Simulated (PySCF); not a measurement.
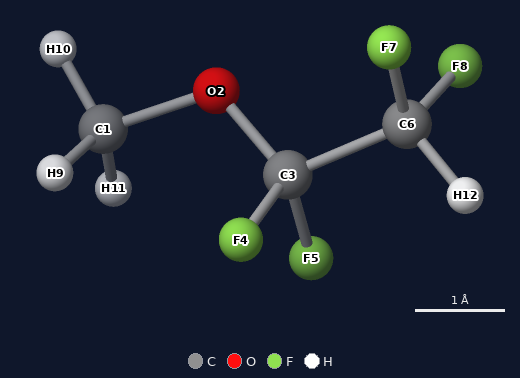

Figure 1. The structure (ball-and-stick view, seen at a tilt; atoms are numbered from 1 in the order of the input).

# What a change does: NMR shielding calculation on C3H4F4O

System: C3H4F4O, SMILES COC(F)(F)C(F)F.
Method of the first run: GIAO PBE0/pcSseg-1 NMR shielding, non-relativistic, gas phase (PySCF 2.14.0).

The geometry comes from this level: GFN2-xTB. Text and figures count atoms from 1; the logs count them from 0 in places.

**The input, the first run**
```
{"job": {"xc": "PBE0", "basis": "pcSseg-1", "kind": "nmr", "pop": true}, "charge": 0, "multiplicity": 1}
C     -1.836084     0.417137     0.374175
O     -0.411992     0.590537     0.393089
C      0.291195    -0.339046    -0.233558
F      0.070971    -1.598482     0.257770
F     -0.041462    -0.460404    -1.556716
C      1.809899    -0.058613    -0.151586
F      2.200154    -0.016033     1.131670
F      2.087081     1.133559    -0.701770
H     -2.109876    -0.519825     0.861905
H     -2.229445     1.263097     0.929384
H     -2.205336     0.429577    -0.652579
H      2.376091    -0.842190    -0.677811
```

The first line tells a small driver script what to run in PySCF; the rest is the geometry in Å.

Launched with:
```bash
OMP_NUM_THREADS=1 python <driver script> task.json out
```

Hardware: 1 CPU thread, shared host.

**Output (the first run)**
```
coarse grid: 11168 points
cycle   1  E = -590.4075145865  dE =  1.256e+00  |g| = 1.069e+00  |ddm| = 2.903e+00
cycle   2  E = -590.1885576798  dE =  2.190e-01  |g| = 1.623e+00  |ddm| = 1.303e+00
cycle   3  E = -590.5934807313  dE = -4.049e-01  |g| = 4.986e-02  |ddm| = 8.071e-01
cycle   4  E = -590.5937833055  dE = -3.026e-04  |g| = 2.697e-02  |ddm| = 4.427e-02
cycle   5  E = -590.5938756258  dE = -9.232e-05  |g| = 9.844e-03  |ddm| = 1.884e-02
cycle   6  E = -590.5938900949  dE = -1.447e-05  |g| = 1.345e-03  |ddm| = 5.141e-03
cycle   7  E = -590.5938903554  dE = -2.605e-07  |g| = 5.476e-04  |ddm| = 1.018e-03
final grid: 112736 points
cycle   8  E = -590.6775521966  dE = -4.626e-05  |g| = 1.037e-02  |ddm| = 2.104e-02
cycle   9  E = -590.6775365977  dE =  1.560e-05  |g| = 1.441e-02  |ddm| = 1.225e-02
cycle  10  E = -590.6775710475  dE = -3.445e-05  |g| = 9.305e-04  |ddm| = 7.066e-03
cycle  11  E = -590.6775712126  dE = -1.651e-07  |g| = 3.059e-04  |ddm| = 8.285e-04
cycle  12  E = -590.6775712272  dE = -1.465e-08  |g| = 1.136e-04  |ddm| = 2.200e-04
cycle  13  E = -590.6775712289  dE = -1.697e-09  |g| = 2.265e-05  |ddm| = 5.870e-05
cycle  14  E = -590.6775712290  dE = -8.777e-11  |g| = 6.713e-06  |ddm| = 1.846e-05
converged SCF energy = -590.6775712290

GIAO shielding tensors (ppm)
atom      isotropic    diamagn.    paramagn.     s11        s22        s33       span
  0 C      134.226     244.617    -110.390    105.445    111.493    185.741     80.295
  1 O      255.704     398.274    -142.570    195.608    269.314    302.192    106.584
  2 C       60.588     243.187    -182.599     42.253     69.457     70.055     27.802
  3 F      278.697     475.721    -197.024    163.389    309.096    363.606    200.217
  4 F      278.679     475.709    -197.030    163.304    309.083    363.650    200.345
  5 C       70.984     235.180    -164.196     56.156     76.551     80.244     24.088
  6 F      326.591     470.562    -143.971    226.330    349.980    403.462    177.132
  7 F      326.608     470.543    -143.935    226.356    349.977    403.490    177.134
  8 H       27.655      28.774      -1.120     23.009     26.060     33.896     10.887
  9 H       27.835      28.230      -0.396     23.704     25.747     34.053     10.349
 10 H       27.656      28.768      -1.112     23.010     26.059     33.899     10.888
 11 H       25.738      25.653       0.085     23.943     24.318     28.954      5.011
```

For the second run the input was changed thus:
```diff
-"pop": true
+"pop": false
-C     -1.836084     0.417137     0.374175
-O     -0.411992     0.590537     0.393089
-C      0.291195    -0.339046    -0.233558
-F      0.070971    -1.598482     0.257770
-F     -0.041462    -0.460404    -1.556716
-C      1.809899    -0.058613    -0.151586
-F      2.200154    -0.016033     1.131670
-F      2.087081     1.133559    -0.701770
-H     -2.109876    -0.519825     0.861905
-H     -2.229445     1.263097     0.929384
-H     -2.205336     0.429577    -0.652579
-H      2.376091    -0.842190    -0.677811
+C     -1.908215     0.242239     0.006558
+O     -0.535269     0.572058     0.271051
+C      0.359367    -0.338234    -0.111145
+F      0.194048    -1.527719     0.549117
+F      0.248099    -0.672767    -1.421262
+C      1.781002     0.184116     0.201955
+F      1.983777     1.356331    -0.420237
+F      2.709500    -0.676778    -0.242164
+H     -2.178465    -0.686241     0.511973
+H     -2.478740     1.073568     0.409067
+H     -2.076788     0.149013    -1.067214
+H      1.902883     0.323728     1.286273
```

What does this change do to the results?

With the same method and basis, the second run lies 0.12 kcal/mol lower. The LUMO goes from 1.64 to 1.56 eV. The dipole moment goes from 1.84 to 2.85 D. Of all shieldings, the largest change is that of F5, by +15.7 ppm. The number of SCF iterations is the same.

**Output (the second run)**
```
coarse grid: 11168 points
cycle   1  E = -590.4074359243  dE =  1.257e+00  |g| = 1.067e+00  |ddm| = 2.900e+00
cycle   2  E = -590.1898295259  dE =  2.176e-01  |g| = 1.621e+00  |ddm| = 1.299e+00
cycle   3  E = -590.5928767046  dE = -4.030e-01  |g| = 5.356e-02  |ddm| = 8.059e-01
cycle   4  E = -590.5931712883  dE = -2.946e-04  |g| = 3.367e-02  |ddm| = 5.084e-02
cycle   5  E = -590.5933277520  dE = -1.565e-04  |g| = 1.139e-02  |ddm| = 2.447e-02
cycle   6  E = -590.5933482244  dE = -2.047e-05  |g| = 1.959e-03  |ddm| = 6.218e-03
cycle   7  E = -590.5933487377  dE = -5.133e-07  |g| = 5.346e-04  |ddm| = 1.300e-03
final grid: 112736 points
cycle   8  E = -590.6777443437  dE = -4.820e-05  |g| = 1.073e-02  |ddm| = 2.030e-02
cycle   9  E = -590.6777273383  dE =  1.701e-05  |g| = 1.496e-02  |ddm| = 1.276e-02
cycle  10  E = -590.6777644781  dE = -3.714e-05  |g| = 9.194e-04  |ddm| = 7.450e-03
cycle  11  E = -590.6777646381  dE = -1.600e-07  |g| = 3.171e-04  |ddm| = 8.062e-04
cycle  12  E = -590.6777646543  dE = -1.625e-08  |g| = 1.142e-04  |ddm| = 2.327e-04
cycle  13  E = -590.6777646560  dE = -1.720e-09  |g| = 2.381e-05  |ddm| = 6.099e-05
cycle  14  E = -590.6777646561  dE = -9.868e-11  |g| = 6.501e-06  |ddm| = 1.933e-05
converged SCF energy = -590.6777646561

GIAO shielding tensors (ppm)
atom      isotropic    diamagn.    paramagn.     s11        s22        s33       span
  0 C      134.299     244.385    -110.085    105.467    111.806    185.625     80.158
  1 O      249.753     398.766    -149.013    190.757    259.555    298.947    108.190
  2 C       60.728     242.247    -181.519     41.468     68.821     71.895     30.426
  3 F      280.710     475.377    -194.668    163.166    304.525    374.438    211.273
  4 F      294.370     475.120    -180.751    185.895    322.893    374.320    188.425
  5 C       70.905     237.997    -167.091     54.889     74.880     82.947     28.058
  6 F      326.018     470.404    -144.386    221.603    351.123    405.328    183.725
  7 F      329.543     467.412    -137.869    226.950    353.180    408.498    181.547
  8 H       27.679      28.669      -0.990     23.056     26.078     33.903     10.848
  9 H       27.891      28.186      -0.295     23.799     25.773     34.101     10.301
 10 H       27.637      28.779      -1.142     22.950     26.144     33.817     10.867
 11 H       25.847      26.933      -1.086     24.026     24.729     28.786      4.761
```

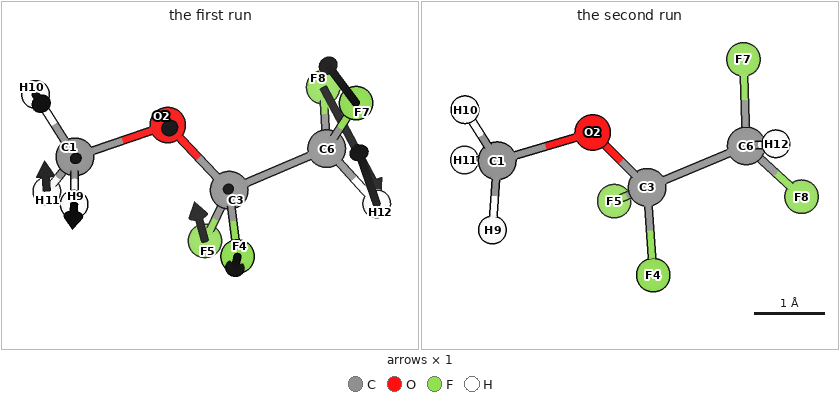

Figure 2. The two input geometries at one scale (ball-and-stick view, seen at a tilt). The black arrows on the first give the shifts of the atoms after the best rigid fit, at true length. F8 moves most after the best rigid fit: 1.81 Å. By element the largest moves are F 1.81 Å, H 1.62 Å, O 0.33 Å, C 0.16 Å. Among the contacts that change: C3–F5 1.370 → 1.357 Å, O2–C3 1.323 → 1.332 Å.

**The two runs side by side**

| quantity | the first run | the second run |
| --- | --- | --- |
| outcome | converged | converged |
| total energy (hartree) | −590.677571 | −590.677765 |
| HOMO (eV) | −9.49 | −9.49 |
| LUMO (eV) | 1.64 | 1.56 |
| dipole moment (D) | 1.84 | 2.85 |
| shielding of O2 (ppm) | 255.7 | 249.8 |
| shielding of C3 (ppm) | 60.6 | 60.7 |
| shielding of F4 (ppm) | 278.7 | 280.7 |
| shielding of F5 (ppm) | 278.7 | 294.4 |
| shielding of F7 (ppm) | 326.6 | 326.0 |
| shielding of F8 (ppm) | 326.6 | 329.5 |
| shielding of H12 (ppm) | 25.7 | 25.8 |
| SCF iterations | 14 | 14 |
| basis functions | 156 | 156 |
| wall time (shared host) | 25 s | 16 s |
